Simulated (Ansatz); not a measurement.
H$_{7}$N$_{3}$SZr···H$_{2}$O

Input file:

```
crystal:
  periodic: [false, false, false]
  atoms:
    - { symbol: Zr, position_ang: [0.0, 0.0, 0.0] }
    - { symbol: O, position_ang: [0.0, 0.0, 2.42] }
    - { symbol: H, position_ang: [-0.9095, -0.2814, 2.7571] }
    - { symbol: "N", position_ang: [2.084, 0.0, -0.7359] }
    - { symbol: H, position_ang: [2.5823, -0.918, -0.9166] }
    - { symbol: H, position_ang: [2.5853, 0.918, -0.9082] }
    - { symbol: "N", position_ang: [-1.0409, 1.8034, -0.7359] }
    - { symbol: H, position_ang: [-2.061, 1.7482, -1.0186] }
    - { symbol: H, position_ang: [-0.5204, 2.7241, -0.8065] }
    - { symbol: "N", position_ang: [-1.0409, -1.8034, -0.7359] }
    - { symbol: H, position_ang: [-1.5759, -2.4197, -0.0595] }
    - { symbol: H, position_ang: [-1.0055, -2.0526, -1.7656] }
    - { symbol: S, position_ang: [1.0605, -2.488, 0.8987] }
    - { symbol: H, position_ang: [0.1806, -3.5219, 0.5568] }
    - { symbol: H, position_ang: [0.5391, -1.2648, 2.1622] }
basis:
  gaussian: { orbitals: def2-SVP }
hamiltonian:
  xc: hf
relax:
  f_tol: 0.15
  max_steps: 25
  restrain:
    - { distance: [0, 12], at: 2.55, k: 30.0 }
    - { distance: [14, 1], at: 1.01, k: 30.0 }
    - { distance: [0, 1], at: 3.27, k: 30.0 }
    - { distance: [14, 12], at: 2.6, k: 30.0 }
output:
  orbitals: {}
```

Launched as:

```sh
ansatz run input.yaml --threads 4 --pin off --max-ram 5120MiB --backend cpu --events-out ev --progress --plain --runs-dir out
```

The fields are those of the run's last geometry, not of the input's.

Core potentials replace the inner electrons of Zr; not at a stationary point (largest force 1.2 eV/Å).

These are results of RHF/def2-SVP in Ansatz, not measurements.

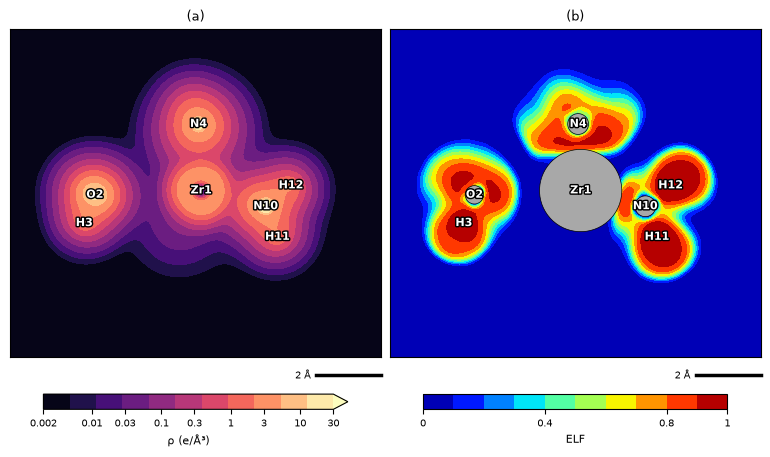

Figure 1. (a) electron density; (b) electron localisation function on the plane of atoms H11, N10 and H12. Grey discs cover the atomic cores in the ELF map.

Q: Describe what can be read from this map.

A:
- The section cuts through Zr, O, H and N sites.
- Zr1···O2 (3.26 Å): the density falls to about 0.04 e/Å³ on the way; the ELF dips to about 0 between them.
- Zr–N (2.04 Å): ρ at the midpoint is about 0.8 e/Å³; the ELF peaks at about 0.90 in the valence shell of N, 0.6 Å from its nucleus, and is about 0.25 at the midpoint.
- O–H (0.95 Å): ρ at the midpoint is about 3.8 e/Å³; the ELF climbs to about 1 towards the hydrogen, as it does in any bond to H: a covalent bond by its length.
- N–H (1.01 Å): the density is about 2.8 e/Å³ at the midpoint; the ELF climbs to about 1 towards the hydrogen; a covalent bond by its length.
- The ELF also peaks beside O2, away from the bonds: lone-pair regions.

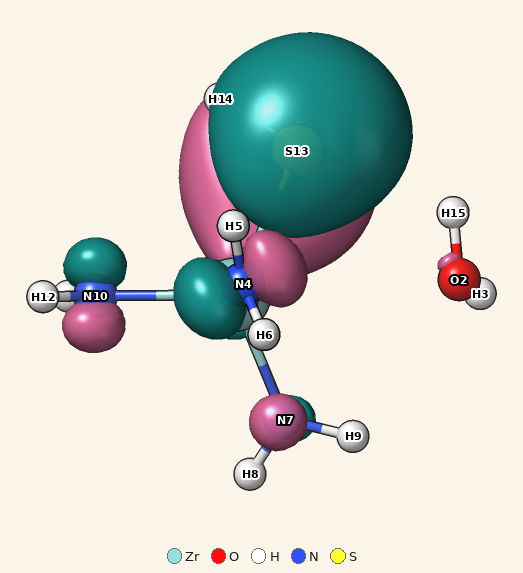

Figure 2. The HOMO at ±0.08 Å⁻³ᐟ² (teal and pink are the two phases), seen across its widest extent.

Q: What is the character of this orbital?

A: By Hirshfeld shares it lies mainly on S13 (about 80 %); largely a lone pair of S13. Its energy is −9.43 eV.
